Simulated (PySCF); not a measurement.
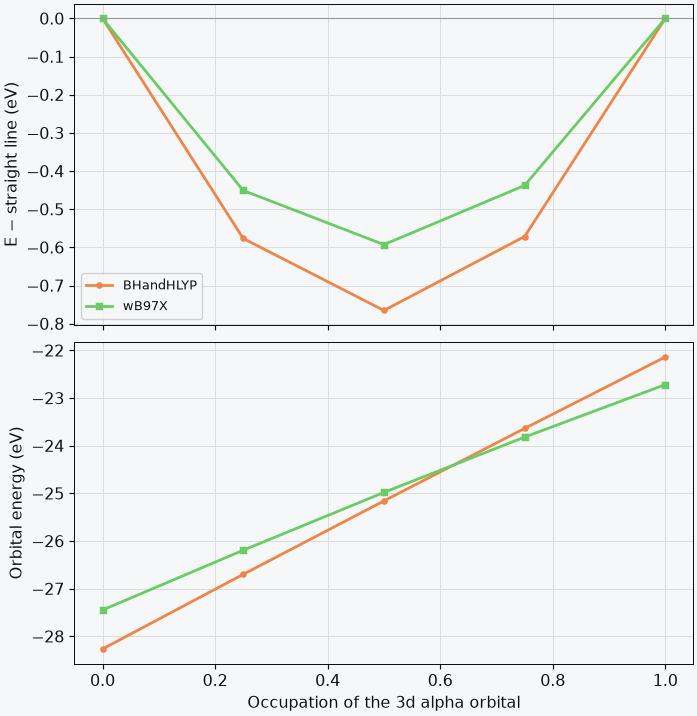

One 3d alpha orbital of Sc²⁺ ([Ar] 3d) is emptied in steps. The plot gives the energy less the straight line between the integer ends; the lower panel gives the orbital energy. PySCF, aug-pcseg-2, non-relativistic, unrestricted single determinants, no spin-orbit coupling.

Question: Describe the curvature of each method.

Answer: BHandHLYP: convex (delocalisation error), largest departure −0.77 eV, removal energy 25.17 eV, orbital energy from −22.1 eV when full to −28.3 eV when empty; wB97X: convex (delocalisation error), largest departure −0.59 eV, removal energy 25.02 eV, orbital energy from −22.7 eV when full to −27.4 eV when empty. The measured removal energy is 24.76 eV. The exact energy is a straight line between whole electron numbers.
